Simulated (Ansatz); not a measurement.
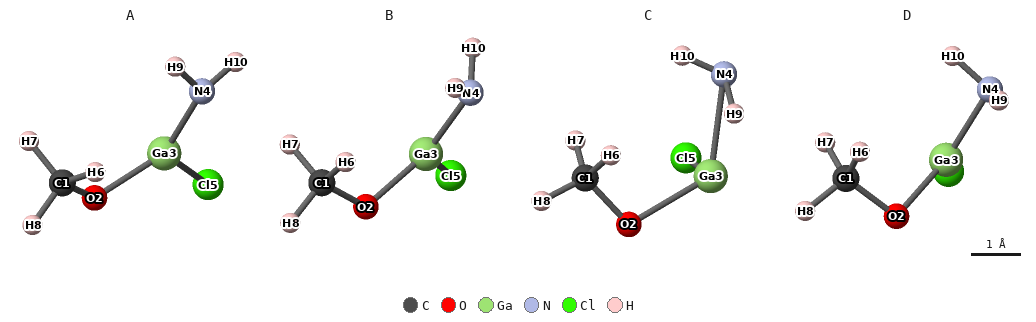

4 geometries from one relaxation of CH5ClGaNO (coarse preliminary run), in shuffled order. A ball-and-stick model, seen from a free direction.

The start comes from a force field.

Computed with RKS PBE-D4/def2-SVP in Ansatz. Settings: force threshold 0.03 eV/Å; at most 200 steps.

**Order the frames from highest to lowest energy.**

C, D, B, A. They are steps 0, 4, 9, 17, at +100.6 kcal/mol, +11.9 kcal/mol, +2.36 kcal/mol relative to the last. H10 moves most after the best rigid fit: 1.55 Å. By element the largest moves are H 1.55 Å, Cl 1.03 Å, Ga 0.91 Å, O 0.83 Å, N 0.43 Å, C 0.24 Å. Near-neighbour distances that change, for instance: Ga3–N4 2.151 → 1.823 Å, O2–Ga3 2.048 → 1.797 Å, N4–H9 1.086 → 1.022 Å, C1–H6 1.177 → 1.117 Å. Among the angles between lasting bonds that change: Ga3–N4–H9 51.0° → 119.8°, N4–Ga3–Cl5 89.3° → 120.7°, O2–Ga3–Cl5 98.1° → 115.8°. After 16 accepted moves (17 points after the start) the energy has fallen by 100.6 kcal/mol. The largest force component goes from 4.5 to 0.022 eV/Å. The line search rejected the trial step at point 13 of the run. Cost: 27 s on 4 threads of Arm Neoverse V2, with other jobs on the host.
